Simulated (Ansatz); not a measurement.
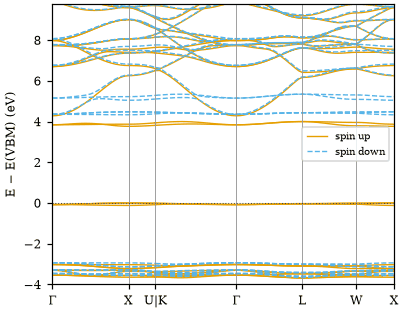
*Band structure from r²SCAN in the plane-wave PAW code Ansatz*

Question: Read off the gap and where the band edges lie.

Answer: About 3.8 eV (3.77 eV by a search for the band edges); maximum on the W–X line, 92 % of the way from W, minimum at X.

Question: Pick the material that matches.
(A) Rb3CrF6, Fm-3m (Rb on 8c, Rb on 4b, Cr on 4a, F on 24e)
(B) BeTe, zinc blende
(C) KRb2RhF6, Fm-3m (K on 4b, Rb on 8c, Rh on 4a, F on 24e)
(D) Cs3FeF6, Fm-3m (Cs on 8c, Cs on 4b, Fe on 4a, F on 24e)

Answer: A, Rb3CrF6, Fm-3m (Rb on 8c, Rb on 4b, Cr on 4a, F on 24e)

The workflow started from a Materials Project entry (that database holds measured and hypothetical structures alike); the Crystallography Open Database copy checked does not list it. Its standing as an ambient phase is unchecked. The cell was relaxed with r²SCAN under the symmetry of its start; its stability against distortions is not shown here. Spin order of the final state: ferromagnetic, chosen from 3 collinear starts compared on coarse meshes (ties went to the first, and starts can fall back to one state), not a proven ground state. Other orbital occupations within this spin state were not tried. No Hubbard U is applied. Spin–orbit coupling is left out wherever it is not named.

Potentials: the later of the program's two PAW sets.
